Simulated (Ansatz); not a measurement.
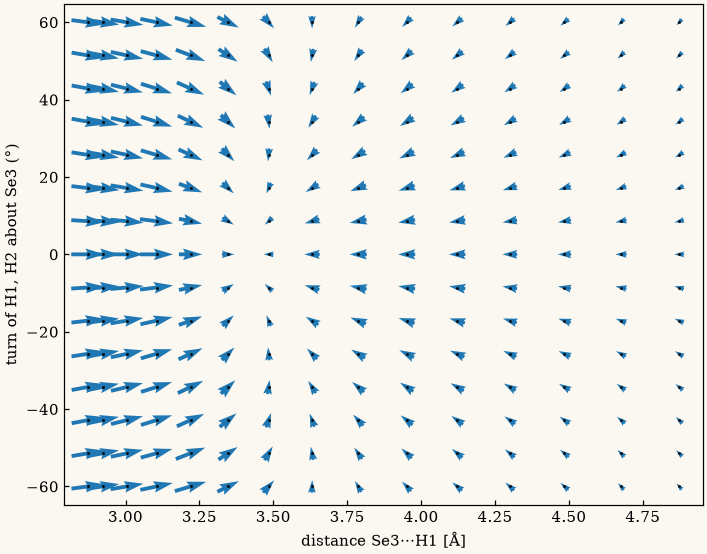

The pair H₂···H₂Se. The turn is about an axis along (−0.30, 0.94, −0.13) in the frame of the relaxed pair, normal to the line between the partners. Coordinates scanned: (1) distance Se3···H1; (2) turn of H1, H2 about Se3. Grid: 15 × 15 points. Points are written as (first, second). Level of theory: Ansatz, RKS B3LYP-D4/def2-TZVPD.

In the figure: dots at the grid points, arrows along the force (downhill), their lengths compressed.

**The arrows alone are given. Where is the energy lowest?**

The arrows converge at about (3.422 Å, 0°) (read from the interpolated surface).

The energy map of the same scan:

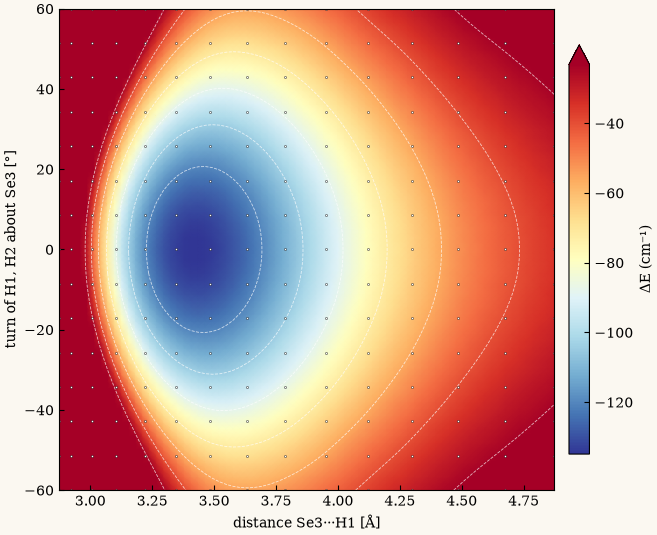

Energies are in cm⁻¹, from the two partners far apart, frozen as in the relaxed pair, each in its own basis (no counterpoise correction); between grid points the surface is interpolated.
